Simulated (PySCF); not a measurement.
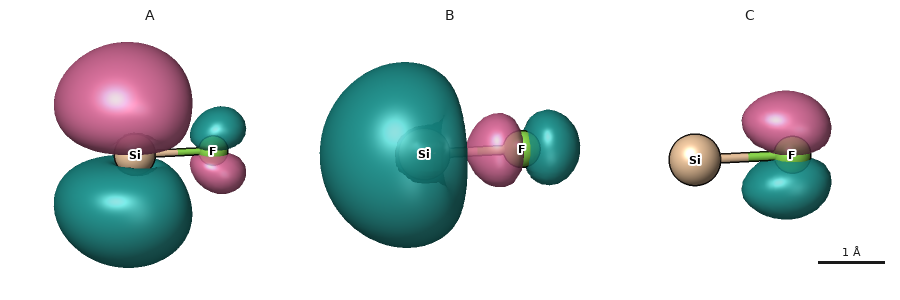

Figure. SiF (charge +1). Three frontier orbitals, each drawn at the value that holds 80 % of its norm (teal and pink are the two phases), in no order; of a degenerate pair one member is drawn.

The calculation used PBE0/def2-TZVPPD, non-relativistic Hamiltonian with scalar-relativistic core potentials where named, at a bond length of 1.540 Å (PySCF 2.14.0).

Name the orbitals and rank them from lowest to highest energy.

Orbital C: π, occupied, −20.81 eV; mainly on F (85 %).
Orbital B: σ, occupied, −17.85 eV; mainly on Si (85 %).
Orbital A: π, empty, −9.92 eV; mainly on Si (90 %).
